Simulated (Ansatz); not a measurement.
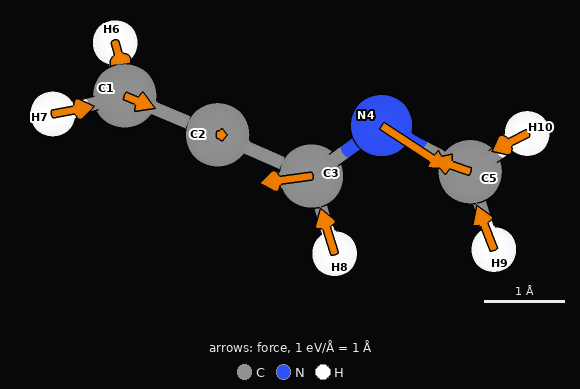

Starting geometry of C₄H₅N with the computed forces as orange arrows. The picture is a ball-and-stick view, seen at a tilt.

The start comes from PBE-D4/def2-SVP.

Level of theory: RKS PBE0-D4/def2-TZVP in Ansatz.

Input file:
```yaml
crystal:
  periodic: [false, false, false]
  atoms:
    - {symbol: C, position_ang: [-1.850731, 1.395307, 0.854997]}
    - {symbol: C, position_ang: [-0.965977, 0.614249, 0.280703]}
    - {symbol: C, position_ang: [-0.086373, -0.184155, -0.320498]}
    - {symbol: N, position_ang: [1.199317, -0.394577, 0.185422]}
    - {symbol: C, position_ang: [1.975296, -1.183788, -0.465402]}
    - {symbol: H, position_ang: [-1.921338, 2.469046, 0.604427]}
    - {symbol: H, position_ang: [-2.550086, 1.010365, 1.618706]}
    - {symbol: H, position_ang: [-0.391382, -0.701988, -1.260500]}
    - {symbol: H, position_ang: [1.675979, -1.707486, -1.407425]}
    - {symbol: H, position_ang: [2.998496, -1.368073, -0.087531]}
basis:
  gaussian: {orbitals: def2-TZVP}
hamiltonian: {xc: pbe0, dispersion: d4}
relax: {f_tol: 0.005, max_steps: 150}
```

Run as
```bash
ansatz run in.yaml --threads 2 --pin off --events-out ev --progress --plain --max-ram 4352MiB
```

> What follows when this structure is relaxed?

It isn't relaxed: the largest force vector, on N4, is 1.02 eV/Å. The final displacements follow the starting forces only in part (cosine between the two patterns 0.62). The largest moves after the best rigid fit, 0.048 Å, are those of H6 and H9. Largest moves by element: H 0.048 Å, C 0.033 Å, N 0.010 Å. Near-neighbour distances that change, for instance: C3–H8 1.116 → 1.094 Å, C2–C3 1.331 → 1.310 Å, C5–H9 1.119 → 1.098 Å, C1–H6 1.105 → 1.086 Å. After 5 accepted moves (7 points after the start) the energy has fallen by 1.62 kcal/mol. The largest force component goes from 0.73 to 0.003 eV/Å. The line search rejected the trial steps at points 2, 3 of the run.
